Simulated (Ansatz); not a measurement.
```yaml
atoms:
  - { symbol: C, position_ang: [-1.5706, 0.1110, 0.7615] }
  - { symbol: N, position_ang: [-2.6845, -0.9063, 0.9219] }
  - { symbol: H, position_ang: [-0.8683, -0.2677, 0.0189] }
  - { symbol: H, position_ang: [-1.0811, 0.2347, 1.7274] }
  - { symbol: H, position_ang: [-2.0129, 1.0504, 0.4301] }
  - { symbol: H, position_ang: [-3.3797, -0.5993, 1.6146] }
  - { symbol: H, position_ang: [-2.3226, -1.8167, 1.2345] }
  - { symbol: H, position_ang: [-3.1834, -1.0631, 0.0365] }
```

Geometry: B3LYP/6-31G*.

Method: isolated molecule in a Gaussian basis; Kohn-Sham density functional theory, functional PBE0 in Ansatz 0.2.0.

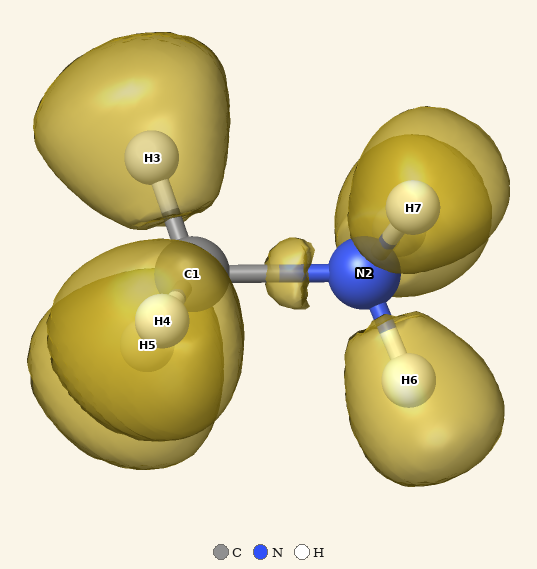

CH6N (SMILES C[NH3+]) (charge +1). Isosurface of the electron localisation function at 0.85 (yellow), seen across its widest extent. Core shells and regions of very low density are left out.

### Where are the electrons localised?

The ELF exceeds this value in one region between bonded C–N atoms (shared pairs) and six regions around hydrogen nuclei. Profiles from the grid: C–N (1.52 Å): the ELF peaks at about 0.95 between the atoms (a covalent bond). N–H (1.03 Å): the ELF climbs to about 1 towards the hydrogen, as it does in any bond to H; an ordinary covalent bond to hydrogen.
